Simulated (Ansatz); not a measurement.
Take AlAs in the zinc blende structure (space group F-43m, No. 216; a = 5.728 Å) as the base.

Perturbation: a fraction x = 0.25 of the Al sites is given to Ga, ordered in a cell of 8 atoms (starting symmetry Amm2) and fully relaxed.

The values are results of Ansatz (an electronic-structure program), PBE, PAW, cutoff 420 eV, no SOC, not measurements.

The zone is the changed cell's own and can be folded.

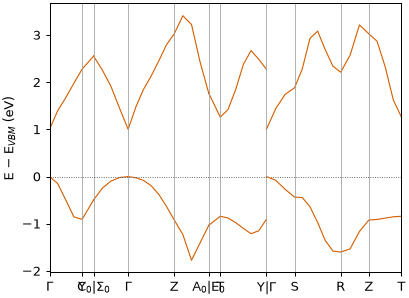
Fig. 1. Highest valence and lowest conduction band along the path of the changed cell's own zone

**Question.** From the figure, how large is the changed gap, and is it direct?

**Answer.** About 1.0 eV, direct at Γ.

Each cell is one ordered arrangement of few atoms, which overstates ordering effects compared with a random alloy. Whether these cells are dynamically stable was not tested. k-point labels follow each cell's own Brillouin zone.
